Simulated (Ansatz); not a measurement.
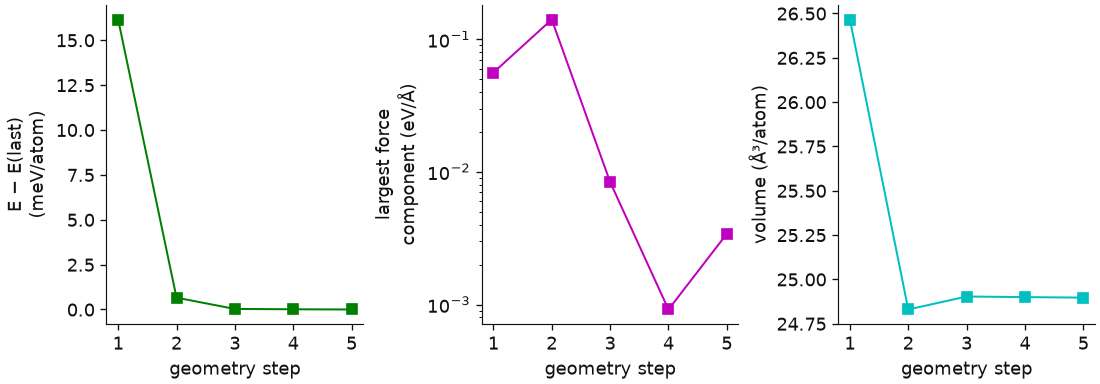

History of a geometry optimisation. Atoms and cell relax. A closing SCF on a freshly chosen basis isn't drawn.

TlAgS$_{2}$ (P-4m2, 4 atoms in the cell); DFT, PBEsol, plane waves, PAW (Ansatz 0.2.0); cutoff 420 eV, 6×6×4 k-mesh, Fermi–Dirac smearing of 0.02 eV.

How did the optimisation end?

The optimisation met its thresholds at geometry 5, counting the start as the first. The energy fell by about 16 meV/atom from the first step to the last. The largest force component goes from about 0.056 eV/Å at the start to 3 × 10⁻³ eV/Å at the end, with a peak of 0.14 eV/Å at step 2.

What happens to the cell?

The volume shrinks from 26.5 to 24.9 Å³ per atom (−6 %). The start was expanded.
